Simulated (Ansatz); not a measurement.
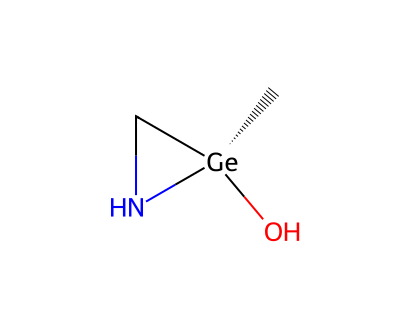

The picture comes from a calculation with Ansatz.

2D structure.

**Give its SMILES.**

[CH3][Ge@@]1([OH])[CH2][NH]1

**What is the molecular formula?**

C2H7GeNO.

**An optimisation with PBE0-D4/def2-TZVP gave a structure of which point group?**

C1.
